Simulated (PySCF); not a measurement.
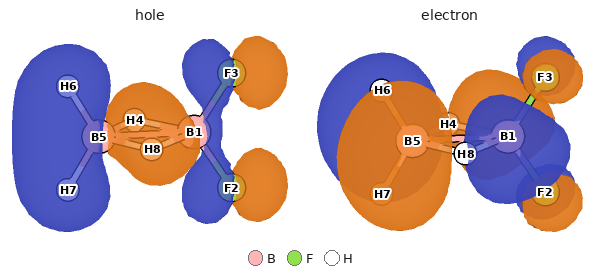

Figure 1: Diborane 1,1-di F (B2F2H4). Leading natural transition orbital pair of S₃ (TDA singlet states); the surfaces enclose about 85 % of each orbital's density.

Computed with PySCF, ωB97X/6-311+G**, geometry: GFN2-xTB. No frequency check shows the geometry to be a minimum.

The calculation's input:

```python
import numpy as np
from pyscf import gto, scf, dft, tdscf
from pyscf.scf import atom_ks, atom_hf
from scipy.linalg import block_diag

def solve(mol, dm0=None, hcore=None):
    mf = (dft.UKS if mol.spin else dft.RKS)(mol, xc='wb97x')
    mf.grids.level = 3
    mf = mf.density_fit(auxbasis='def2-universal-jkfit')
    mf.conv_tol, mf.max_cycle = 1e-8, 80
    if hcore is not None:
        mf.get_hcore = lambda *args: hcore
    mf.kernel(dm0)
    if not mf.converged:
        mf = mf.newton().run(mf.mo_coeff, mf.mo_occ, max_cycle=30)
    assert mf.converged, 'SCF not converged'
    return mf

mol = gto.M(atom='''
B      0.09218     0.00029     0.00013
F      0.80648    -1.12035    -0.00011
F      0.80577     1.12056     0.00005
H     -0.87773    -0.00034    -0.99060
B     -1.72022    -0.00015    -0.00007
H     -2.30764     1.01046    -0.00063
H     -2.30701    -1.01221     0.00077
H     -0.87767    -0.00051     0.99066
''', basis='6-311+g**', charge=0, spin=0, verbose=4)
mf = solve(mol)
td = mf.TDA()
td.nstates, td.singlet, td.conv_tol = 6, True, 1e-5
td.kernel()
td.analyze()
x, y = np.array([p[0] for p in td.xy]), np.array([p[1] + 0 * p[0] for p in td.xy])
f, mu = td.oscillator_strength(), td.transition_dipole()
nto = [td.get_nto(state=i + 1, verbose=4) for i in range(len(td.e))]
# spherically averaged free atoms, for the promolecule
atm = atom_ks.get_atm_nrks(mol, xc='wb97x')
pro = block_diag(*[(atm[a[0]][2] * atm[a[0]][3]) @ atm[a[0]][2].T for a in mol._atom])
np.savez('result.npz', e=td.e, f=f, ok=td.converged, w=[n[0] for n in nto], nto=[n[1] for n in nto], x=x, y=y, c=mf.mo_coeff, occ=mf.mo_occ, eps=mf.mo_energy, pro=pro, mu=mu)
```

Run with:

```sh
OMP_NUM_THREADS=1 python input.py
```

The run took 3.7 min on 1 thread of Arm Neoverse V2 (shared host), peak memory 0.6 GiB.

Where does the state lie, and where do hole and electron sit?

Answer. 9.89 eV (125 nm), f = 0.011; the leading pair carries 90 %; hole on B5 (28 %), F2 and F3 (13 % each) and H6 and H7 (11 % each), electron on B5 (32 %), B1 (27 %) and H4 and H8 (9 % each); their centroids lie 0.1 Å apart; S₂ lies within 0.1 eV of it. In canonical orbitals it is mainly HOMO−2 → LUMO+1 (75 %). The HOMO–LUMO gap is 14.55 eV.
